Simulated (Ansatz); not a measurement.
# Run report: TaNH3BrF4, nudged elastic band

System: TaNH3BrF4.
Method: RHF/def2-SVP (Ansatz 0.2.0).

It belongs to a series of runs on one base structure; here: band between the two ends. Figures and captions count atoms from 1; the log counts them from 0 in places.

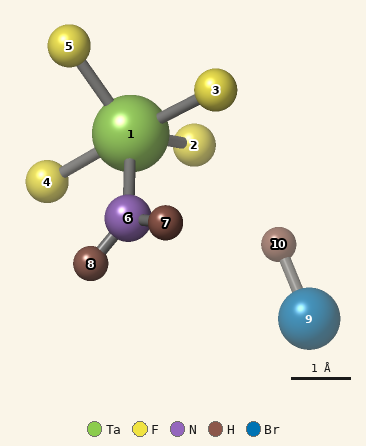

**Figure 1.** The starting structure (ball-and-stick view, seen at a tilt; atoms are numbered from 1 in the order of the input). Sticks mark near contacts.

Input
```yaml
crystal:
  periodic: [false, false, false]
  atoms:
    - { symbol: Ta, position_ang: [-0.244838, 0.144027, -0.064115] }
    - { symbol: F, position_ang: [1.553349, -0.034651, 0.455877] }
    - { symbol: F, position_ang: [-0.732958, 0.43635, 1.731074] }
    - { symbol: F, position_ang: [0.234043, -0.231443, -1.846233] }
    - { symbol: F, position_ang: [-1.048274, 1.747769, -0.582073] }
    - { symbol: "N", position_ang: [-1.360227, -1.442908, -0.068479] }
    - { symbol: H, position_ang: [-1.882094, -1.761059, 0.729858] }
    - { symbol: H, position_ang: [-1.452852, -2.058746, -0.858081] }
    - { symbol: Br, position_ang: [2.764603, -3.241815, 1.475776] }
    - { symbol: H, position_ang: [2.809848, -1.860622, 1.193896] }
basis:
  gaussian: { orbitals: def2-SVP }
hamiltonian:
  xc: hf
neb:
  order_check: false
  images: 7
  f_tol: 0.05
  max_iterations: 60
  final_atoms:
    - { symbol: Ta, position_ang: [0.03139115, -0.68471691, 0.18015853] }
    - { symbol: F, position_ang: [2.18391832, 0.36923925, 0.57663023] }
    - { symbol: F, position_ang: [-0.3735906, -0.30731152, 1.9785811] }
    - { symbol: F, position_ang: [0.61867244, -0.99885298, -1.57986539] }
    - { symbol: F, position_ang: [-0.18731004, 1.12973897, -0.23400031] }
    - { symbol: "N", position_ang: [-1.67636582, -1.51082917, -0.13712906] }
    - { symbol: H, position_ang: [-2.39911735, -1.59797488, 0.55718242] }
    - { symbol: H, position_ang: [-1.95443369, -1.90243382, -1.02121685] }
    - { symbol: Br, position_ang: [1.56066194, -2.60204526, 0.97605878] }
    - { symbol: H, position_ang: [2.83677363, -0.19791167, 0.87110055] }
  initial_path:
    images:
      - { positions_ang: [[-0.244838, 0.144027, -0.064115], [1.553349, -0.034651, 0.455877], [-0.732958, 0.43635, 1.731074], [0.234043, -0.231443, -1.846233], [-1.048274, 1.747769, -0.582073], [-1.360227, -1.442908, -0.068479], [-1.882094, -1.761059, 0.729858], [-1.452852, -2.058746, -0.858081], [2.764603, -3.241815, 1.475776], [2.809848, -1.860622, 1.193896]] }
      - { positions_ang: [[-0.17542776, 0.10755878, -0.051545], [1.74255853, -0.04300245, 0.36015367], [-0.55968544, 0.33406269, 1.7769499], [0.20190066, -0.18130538, -1.87023666], [-1.00661418, 1.73499758, -0.45502448], [-1.29549708, -1.54220148, -0.05858043], [-1.87655992, -1.82095596, 0.72083363], [-1.31444118, -2.18944318, -0.83328989], [2.28237405, -3.02502445, 1.49290414], [2.64199232, -1.67778415, 1.0853351]] }
      - { positions_ang: [[-0.10601753, 0.07109057, -0.03897501], [1.93176805, -0.0513539, 0.26443035], [-0.38641288, 0.23177538, 1.8228258], [0.16975832, -0.13116775, -1.89424032], [-0.96495436, 1.72222617, -0.32797595], [-1.23076716, -1.64149496, -0.04868185], [-1.87102583, -1.88085293, 0.71180927], [-1.17603036, -2.32014036, -0.80849878], [1.80014511, -2.80823391, 1.51003229], [2.47413664, -1.49494631, 0.97677421]] }
      - { positions_ang: [[-0.03660729, 0.03462235, -0.02640501], [2.12097758, -0.05970535, 0.16870702], [-0.21314032, 0.12948808, 1.86870171], [0.13761598, -0.08103013, -1.91824399], [-0.92329454, 1.70945475, -0.20092743], [-1.16603724, -1.74078844, -0.03878328], [-1.86549175, -1.94074989, 0.7027849], [-1.03761954, -2.45083754, -0.78370767], [1.31791616, -2.59144336, 1.52716043], [2.30628096, -1.31210846, 0.86821331]] }
      - { positions_ang: [[0.03280294, -0.00184587, -0.01383502], [2.3101871, -0.0680568, 0.0729837], [-0.03986776, 0.02720077, 1.91457761], [0.10547364, -0.0308925, -1.94224765], [-0.88163472, 1.69668333, -0.0738789], [-1.10130732, -1.84008192, -0.02888471], [-1.85995766, -2.00064685, 0.69376054], [-0.89920872, -2.58153473, -0.75891656], [0.83568722, -2.37465281, 1.54428858], [2.13842528, -1.12927061, 0.75965242]] }
      - { positions_ang: [[0.03244999, -0.17256363, 0.03466337], [2.27861991, 0.04126721, 0.19889533], [-0.12329847, -0.0564273, 1.93057848], [0.23377334, -0.27288262, -1.85165208], [-0.70805355, 1.55494724, -0.11390925], [-1.24507194, -1.75776873, -0.0559458], [-1.99474759, -1.89997886, 0.65961601], [-1.16301496, -2.4117595, -0.82449163], [1.0169309, -2.43150092, 1.40223113], [2.31301237, -0.89643088, 0.78751445]] }
      - { positions_ang: [[0.03209705, -0.34328139, 0.08316176], [2.24705271, 0.15059122, 0.32480696], [-0.20672918, -0.14005538, 1.94657936], [0.36207304, -0.51487274, -1.76105652], [-0.53447238, 1.41321115, -0.1539396], [-1.38883657, -1.67545554, -0.08300688], [-2.12953751, -1.79931087, 0.62547148], [-1.4268212, -2.24198427, -0.89006671], [1.19817458, -2.48834903, 1.26017368], [2.48759946, -0.66359114, 0.81537648]] }
      - { positions_ang: [[0.0317441, -0.51399915, 0.13166014], [2.21548552, 0.25991524, 0.4507186], [-0.29015989, -0.22368345, 1.96258023], [0.49037274, -0.75686286, -1.67046095], [-0.36089121, 1.27147506, -0.19396995], [-1.53260119, -1.59314235, -0.11006797], [-2.26432743, -1.69864288, 0.59132695], [-1.69062744, -2.07220905, -0.95564178], [1.37941826, -2.54519715, 1.11811623], [2.66218654, -0.43075141, 0.84323852]] }
      - { positions_ang: [[0.03139115, -0.68471691, 0.18015853], [2.18391832, 0.36923925, 0.57663023], [-0.3735906, -0.30731152, 1.9785811], [0.61867244, -0.99885298, -1.57986539], [-0.18731004, 1.12973897, -0.23400031], [-1.67636582, -1.51082917, -0.13712906], [-2.39911735, -1.59797488, 0.55718242], [-1.95443369, -1.90243382, -1.02121685], [1.56066194, -2.60204526, 0.97605878], [2.83677363, -0.19791167, 0.87110055]] }
```

Run on 4 threads of Intel Xeon (Granite Rapids), 32 GiB of memory available, shared host.

Run as:
```bash
ansatz run input.yaml --threads 4 --pin off --max-ram 5120MiB --backend cpu --events-out ev --progress --plain --runs-dir out
```

The program's output
```
Engine: ansatz 0.2.0, x86_64-unknown-linux-gnu
Functional definition: HF
  exchange = exact_x
  correlation = 0
1553 factors; integrals over basis functions are off by at most 2.7e-4 eV
mean field evaluation 1: about -83867.6552 eV, gradient 6.6e1 eV
mean field evaluation 2: about -83867.8173 eV, gradient 6.6e1 eV
mean field evaluation 4: about -83875.7924 eV, gradient 3.2e0 eV
mean field evaluation 8: about -83875.8655 eV, gradient 3.1e-1 eV
mean field -83875.86586779 eV, -3082.3812175374 hartree, gradient 2.4e-5 eV, S^2 0.000000; 0 other end points of the search recorded, 0 dependent functions left out
the calculation of the forces begins
reference -83875.86586779 eV, -3082.3812175374 hartree; 47, 47 occupied and 102, 102 virtual orbitals, 1553 factors
1555 factors; integrals over basis functions are off by at most 9.6e-4 eV
mean field evaluation 16: about -83867.6797 eV, gradient 6.4e1 eV
mean field -83875.70547563 eV, -3082.3753232341 hartree, gradient 1.8e-5 eV, S^2 0.000000; 0 other end points of the search recorded, 0 dependent functions left out
[... from here on the field's lines of each further geometry are left out, up to the last ...]
NEB iter   1: max|band force component| = 4.723e0 eV/Å  barrier→ = 5.8694 eV  barrier← = 5.7090 eV  Δτ_max = 0.2000 Å  (378 SCF iters)
NEB iter   2: max|band force component| = 2.915e0 eV/Å  barrier→ = 3.2106 eV  barrier← = 3.0502 eV  Δτ_max = 0.2000 Å  (309 SCF iters)
NEB iter   3: max|band force component| = 1.744e0 eV/Å  barrier→ = 2.1536 eV  barrier← = 1.9932 eV  Δτ_max = 0.2000 Å  (282 SCF iters)
NEB iter   4: max|band force component| = 6.377e0 eV/Å  barrier→ = 3.6666 eV  barrier← = 3.5062 eV  Δτ_max = 0.1000 Å  (291 SCF iters)
NEB iter   5: max|band force component| = 1.740e0 eV/Å  barrier→ = 2.0309 eV  barrier← = 1.8705 eV  Δτ_max = 0.1993 Å  (285 SCF iters)
NEB iter   6: max|band force component| = 1.029e0 eV/Å  barrier→ = 1.5016 eV  barrier← = 1.3412 eV  Δτ_max = 0.1984 Å  (280 SCF iters)
NEB iter   7: max|band force component| = 1.060e0 eV/Å  barrier→ = 1.2486 eV  barrier← = 1.0882 eV  Δτ_max = 0.1009 Å  (283 SCF iters)
NEB iter   8: max|band force component| = 9.447e-1 eV/Å  barrier→ = 1.1277 eV  barrier← = 0.9673 eV  Δτ_max = 0.1006 Å  (282 SCF iters)
NEB iter   9: max|band force component| = 8.319e-1 eV/Å  barrier→ = 0.9846 eV  barrier← = 0.8242 eV  Δτ_max = 0.1010 Å  (285 SCF iters)
NEB iter  10: max|band force component| = 6.852e-1 eV/Å  barrier→ = 0.9635 eV  barrier← = 0.8031 eV  Δτ_max = 0.2000 Å  (281 SCF iters)
NEB iter  11: max|band force component| = 7.527e-1 eV/Å  barrier→ = 1.0645 eV  barrier← = 0.9041 eV  Δτ_max = 0.1008 Å  (282 SCF iters)
NEB iter  12: max|band force component| = 8.375e-1 eV/Å  barrier→ = 0.9678 eV  barrier← = 0.8074 eV  CI = image 5  Δτ_max = 0.1957 Å  (278 SCF iters)
NEB iter  13: max|band force component| = 5.892e-1 eV/Å  barrier→ = 1.0156 eV  barrier← = 0.8552 eV  CI = image 5  Δτ_max = 0.1980 Å  (276 SCF iters)
NEB iter  14: max|band force component| = 4.347e-1 eV/Å  barrier→ = 1.0292 eV  barrier← = 0.8688 eV  CI = image 5  Δτ_max = 0.1561 Å  (278 SCF iters)
NEB iter  15: max|band force component| = 1.801e-1 eV/Å  barrier→ = 1.0046 eV  barrier← = 0.8442 eV  CI = image 5  Δτ_max = 0.0429 Å  (284 SCF iters)
NEB iter  16: max|band force component| = 1.389e-1 eV/Å  barrier→ = 0.9970 eV  barrier← = 0.8366 eV  CI = image 5  Δτ_max = 0.0279 Å  (287 SCF iters)
NEB iter  17: max|band force component| = 6.442e-2 eV/Å  barrier→ = 0.9961 eV  barrier← = 0.8357 eV  CI = image 5  Δτ_max = 0.0117 Å  (291 SCF iters)
NEB iter  18: max|band force component| = 5.140e-2 eV/Å  barrier→ = 0.9958 eV  barrier← = 0.8354 eV  CI = image 5  Δτ_max = 0.0044 Å  (291 SCF iters)
the calculation of the forces begins
reference -83875.65006801 eV, -3082.3732870417 hartree; 47, 47 occupied and 102, 102 virtual orbitals, 1555 factors
1554 factors; integrals over basis functions are off by at most 1.3e-3 eV
mean field evaluation 1440: about -83874.8702 eV, gradient 1.3e-5 eV
mean field -83874.87019313 eV, -3082.3446271687 hartree, gradient 1.5e-5 eV, S^2 0.000000; 1 other end points of the search recorded, 0 dependent functions left out
the calculation of the forces begins
reference -83874.87019313 eV, -3082.3446271687 hartree; 47, 47 occupied and 102, 102 virtual orbitals, 1554 factors
NEB iter  19: max|band force component| = 2.115e-2 eV/Å  barrier→ = 0.9957 eV  barrier← = 0.8353 eV  CI = image 5  Δτ_max = 0.0000 Å  (759 SCF iters)
```

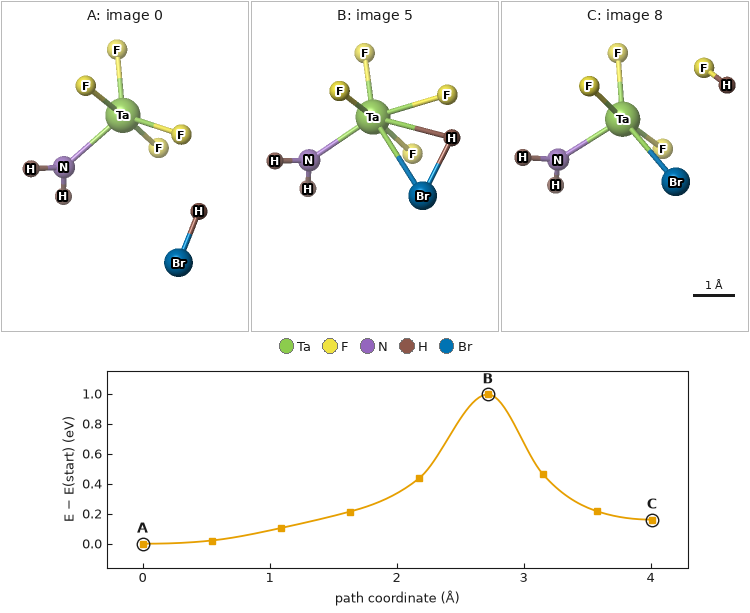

**Figure 2.** Images of the last band (counted from 0; ball-and-stick, seen at a tilt) above the energy along the path; the line is a cubic interpolation that uses the forces. The highest image is number 5, 0.996 eV above the start and 0.835 eV above the end (the climbing image); the end lies 0.160 eV above the start. The path is 4.01 Å long. The band converged in 19 iterations.

```
Total energy: -83874.87019313 eV, -3082.3446271687 hartree
Atom 0 at     0.031401    -0.347786     0.121524 Å, force     0.001076     0.007700     0.005796 eV/Å
Atom 1 at     1.975735     0.283726     0.499327 Å, force    -0.000291    -0.005202    -0.006631 eV/Å
Atom 2 at    -0.306039    -0.159175     1.956208 Å, force    -0.002351    -0.002317     0.000528 eV/Å
Atom 3 at     0.595561    -0.812967    -1.605238 Å, force     0.002170    -0.002865     0.002448 eV/Å
Atom 4 at    -0.593931     1.332252    -0.346277 Å, force    -0.002374     0.002946     0.001223 eV/Å
Atom 5 at    -1.497318    -1.526238    -0.050784 Å, force     0.016420     0.005441    -0.021136 eV/Å
Atom 6 at    -2.116036    -1.772963     0.703092 Å, force    -0.002077    -0.002105     0.008820 eV/Å
Atom 7 at    -1.704234    -2.058441    -0.879428 Å, force    -0.010850    -0.004621     0.005819 eV/Å
Atom 8 at     1.895133    -2.394000     0.967876 Å, force     0.001126    -0.003974    -0.001426 eV/Å
Atom 9 at     2.360328    -0.847506     0.801200 Å, force    -0.002849     0.004999     0.004560 eV/Å
Dipole moment:    -0.491603    -0.426184    -0.047830 e Å
this run last wrote the band of iteration 19 to [file]
```

The last band as extended XYZ (Å, eV, eV/Å)
```
10
Properties=species:S:1:pos:R:3:forces:R:3 image=0 energy=-83875.86587
Ta   -0.2448    0.1440   -0.0641    0.0027   0.0080   0.0006
F     1.5533   -0.0347    0.4559   -0.0105   0.0012  -0.0039
F    -0.7330    0.4364    1.7311    0.0041   0.0017  -0.0163
F     0.2340   -0.2314   -1.8462   -0.0022   0.0003   0.0158
F    -1.0483    1.7478   -0.5821    0.0043  -0.0113   0.0074
N    -1.3602   -1.4429   -0.0685    0.0011  -0.0074  -0.0110
H    -1.8821   -1.7611    0.7299    0.0021  -0.0006  -0.0050
H    -1.4529   -2.0587   -0.8581   -0.0014   0.0082   0.0129
Br    2.7646   -3.2418    1.4758    0.0002   0.0297  -0.0066
H     2.8098   -1.8606    1.1939   -0.0004  -0.0299   0.0061
10
Properties=species:S:1:pos:R:3:forces:R:3 image=1 energy=-83875.84483
Ta   -0.1920    0.1096   -0.0405   -0.0101   0.0111  -0.0047
F     1.6215    0.0970    0.4660   -0.0130  -0.0256   0.0018
F    -0.6698    0.3622    1.7633   -0.0219   0.0371  -0.0106
F     0.3191   -0.3410   -1.7959   -0.0204   0.0362  -0.0158
F    -1.0252    1.6840   -0.5830   -0.0160   0.0142  -0.0073
N    -1.3289   -1.4667   -0.0448    0.0121  -0.0010   0.0036
H    -1.8500   -1.7819    0.7548    0.0165  -0.0027   0.0052
H    -1.4109   -2.0940   -0.8259    0.0165  -0.0032   0.0049
Br    2.3582   -3.0992    1.3000    0.0386  -0.0417   0.0196
H     2.8187   -1.7731    1.1736   -0.0022  -0.0244   0.0034
10
Properties=species:S:1:pos:R:3:forces:R:3 image=2 energy=-83875.76176
Ta   -0.1317    0.0311   -0.0104   -0.0293   0.0311  -0.0131
F     1.6906    0.2337    0.4562   -0.0148  -0.0439   0.0049
F    -0.5562    0.1760    1.8172   -0.0421   0.0659  -0.0184
F     0.4276   -0.5350   -1.7158   -0.0384   0.0638  -0.0311
F    -0.9375    1.6107   -0.5525   -0.0366   0.0271  -0.0158
N    -1.3950   -1.4580   -0.0627    0.0213  -0.0001   0.0048
H    -1.9387   -1.7593    0.7268    0.0324  -0.0082   0.0126
H    -1.4989   -2.0762   -0.8482    0.0321  -0.0091   0.0098
Br    2.1461   -2.8779    1.2056    0.0517  -0.0714   0.0289
H     2.8343   -1.6482    1.1513    0.0238  -0.0552   0.0176
10
Properties=species:S:1:pos:R:3:forces:R:3 image=3 energy=-83875.65229
Ta   -0.0733   -0.0699    0.0293   -0.0434   0.0539  -0.0233
F     1.7339    0.3807    0.4352   -0.0306  -0.0064  -0.0063
F    -0.4335   -0.0183    1.8734   -0.0369   0.0527  -0.0204
F     0.5286   -0.7147   -1.6308   -0.0372   0.0541  -0.0199
F    -0.8571    1.5180   -0.5010   -0.0724   0.0417  -0.0287
N    -1.4493   -1.4681   -0.0716    0.0149   0.0105   0.0003
H    -2.0204   -1.7568    0.7034    0.0360  -0.0081   0.0140
H    -1.5857   -2.0682   -0.8662    0.0333  -0.0107   0.0098
Br    2.0213   -2.6491    1.1149    0.0393  -0.0762   0.0256
H     2.7762   -1.4567    1.0809    0.0969  -0.1115   0.0490
10
Properties=species:S:1:pos:R:3:forces:R:3 image=4 energy=-83875.43094
Ta   -0.0090   -0.2019    0.0806   -0.0550   0.1974  -0.0525
F     1.7863    0.4336    0.4309   -0.2371   0.1750  -0.0962
F    -0.3401   -0.1507    1.9296   -0.0243  -0.0004  -0.0255
F     0.5833   -0.8164   -1.5937   -0.0324   0.0078   0.0139
F    -0.7510    1.4097   -0.4187   -0.1917   0.1192  -0.0717
N    -1.4680   -1.5175   -0.0546    0.0414   0.0436  -0.0052
H    -2.0711   -1.7863    0.7041    0.0507   0.0016   0.0094
H    -1.6521   -2.0803   -0.8676    0.0399  -0.0006   0.0184
Br    1.9860   -2.4431    1.0251    0.1096  -0.1037   0.0472
H     2.5764   -1.1503    0.9319    0.2990  -0.4399   0.1621
10
Properties=species:S:1:pos:R:3:forces:R:3 image=5 energy=-83874.87019
Ta    0.0314   -0.3478    0.1215    0.0011   0.0077   0.0058
F     1.9757    0.2837    0.4993   -0.0003  -0.0052  -0.0066
F    -0.3060   -0.1592    1.9562   -0.0024  -0.0023   0.0005
F     0.5956   -0.8130   -1.6052    0.0022  -0.0029   0.0024
F    -0.5939    1.3323   -0.3463   -0.0024   0.0029   0.0012
N    -1.4973   -1.5262   -0.0508    0.0164   0.0054  -0.0211
H    -2.1160   -1.7730    0.7031   -0.0021  -0.0021   0.0088
H    -1.7042   -2.0584   -0.8794   -0.0109  -0.0046   0.0058
Br    1.8951   -2.3940    0.9679    0.0011  -0.0040  -0.0014
H     2.3603   -0.8475    0.8012   -0.0028   0.0050   0.0046
10
Properties=species:S:1:pos:R:3:forces:R:3 image=6 energy=-83875.39994
Ta    0.0249   -0.4780    0.1429   -0.0396  -0.3160   0.0550
F     2.1128    0.2638    0.5453    0.3047   0.0147   0.0756
F    -0.3023   -0.1463    1.9598    0.0240   0.0279   0.0133
F     0.6205   -0.8083   -1.6050    0.0315   0.0214  -0.0096
F    -0.4737    1.2704   -0.3118    0.2083  -0.1737   0.0889
N    -1.5513   -1.5360   -0.0705   -0.1070  -0.0722  -0.0216
H    -2.1826   -1.7560    0.6801   -0.1179  -0.0293  -0.0133
H    -1.7589   -2.0465   -0.9112   -0.1282  -0.0430  -0.0380
Br    1.6939   -2.4738    0.9449   -0.4220  -0.1356  -0.0837
H     2.4572   -0.5922    0.7929    0.2460   0.7059  -0.0667
10
Properties=species:S:1:pos:R:3:forces:R:3 image=7 energy=-83875.65007
Ta    0.0240   -0.5900    0.1615   -0.0035  -0.0728   0.0128
F     2.1610    0.3288    0.5632    0.0225   0.0695  -0.0061
F    -0.3184   -0.1915    1.9658   -0.0018  -0.0363   0.0075
F     0.6459   -0.8695   -1.5896    0.0007  -0.0363   0.0040
F    -0.3192    1.2017   -0.2730    0.0785  -0.0532   0.0314
N    -1.6220   -1.5369   -0.1063   -0.0445  -0.0181  -0.0042
H    -2.2974   -1.7045    0.6203   -0.0639   0.0107  -0.0231
H    -1.8637   -2.0047   -0.9634   -0.0703   0.0082  -0.0202
Br    1.5697   -2.5414    0.9530   -0.0603  -0.0312  -0.0102
H     2.6606   -0.3949    0.8361    0.1427   0.1595   0.0082
10
Properties=species:S:1:pos:R:3:forces:R:3 image=8 energy=-83875.70548
Ta    0.0314   -0.6847    0.1802    0.0195  -0.0046  -0.0027
F     2.1839    0.3692    0.5766    0.0020   0.0069   0.0011
F    -0.3736   -0.3073    1.9786    0.0000  -0.0032  -0.0029
F     0.6187   -0.9989   -1.5799   -0.0034   0.0031   0.0036
F    -0.1873    1.1297   -0.2340   -0.0022  -0.0082   0.0021
N    -1.6764   -1.5108   -0.1371    0.0017   0.0009  -0.0051
H    -2.3991   -1.5980    0.5572   -0.0015   0.0007   0.0026
H    -1.9544   -1.9024   -1.0212   -0.0030  -0.0005   0.0020
Br    1.5607   -2.6020    0.9761   -0.0101   0.0082   0.0009
H     2.8368   -0.1979    0.8711   -0.0029  -0.0034  -0.0016
```

Key numbers

```tsv
quantity	value
outcome	converged
barrier, forward	0.996 eV
barrier, backward	0.835 eV
wall time	3.1 min (CPU time 11 min)
peak memory	0.51 GiB
```

Remarks

The order of the saddle point was not checked.
